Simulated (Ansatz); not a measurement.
# Dissociation curves of PH2F (phosphinous fluoride(8ci,9ci))

The species is PH2F (4 atoms), meant as a singlet with charge 0. As SMILES, `FP`. The coordinates come from a GFN2-xTB relaxation.

```xyz
4

F     1.1605    0.6688   -0.2227
P    -0.0720   -0.3691   -0.4797
H    -1.0539    0.5743   -0.1296
H    -0.0346   -0.8740    0.8319
```

The P2–H3 distance is scanned; the parts on either side stay rigid. Basis STO-3G, 6 core orbitals frozen in the correlated methods; program Ansatz 0.2.0. FCI is exact within this basis and core. Energies in eV from each method's value at 1.406 Å; methods without a U are spin-restricted. The shape above is that at 1.406 Å.

```json
{"distance (Å)": "1.406", "PBE": "0.00", "B3LYP": "0.00", "CAM-B3LYP": "0.00", "B2PLYP": "0.00", "MP2": "0.00", "CCSDTQ": "0.00", "FCI": "0.00"}
{"distance (Å)": "1.757", "PBE": "0.69", "B3LYP": "0.85", "CAM-B3LYP": "0.98", "B2PLYP": "0.97", "MP2": "1.08", "CCSDTQ": "0.86", "FCI": "0.86"}
{"distance (Å)": "2.109", "PBE": "2.11", "B3LYP": "2.43", "CAM-B3LYP": "2.73", "B2PLYP": "2.65", "MP2": "2.89", "CCSDTQ": "2.26", "FCI": "2.26"}
{"distance (Å)": "2.812", "PBE": "4.36", "B3LYP": "4.96", "CAM-B3LYP": "5.60", "B2PLYP": "5.01", "MP2": "5.15", "CCSDTQ": "3.64", "FCI": "3.64"}
{"distance (Å)": "3.515", "PBE": "5.40", "B3LYP": "6.17", "CAM-B3LYP": "7.08", "B2PLYP": "5.48", "MP2": "5.06", "CCSDTQ": "3.85", "FCI": "3.85"}
```

Departure from the FCI curve at its largest: PBE +1.55 eV at 3.52 Å; B3LYP +2.32 eV at 3.52 Å; CAM-B3LYP +3.23 eV at 3.52 Å; B2PLYP +1.63 eV at 3.52 Å; MP2 +1.51 eV at 2.81 Å; CCSDTQ within 0.005 eV. Restricted functionals keep the electrons paired too, and rise too high.

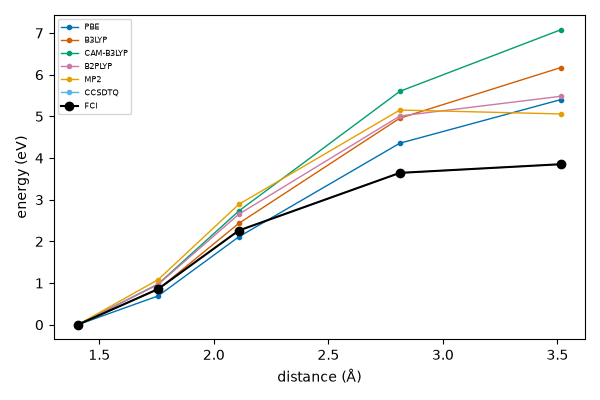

The curves of the table.
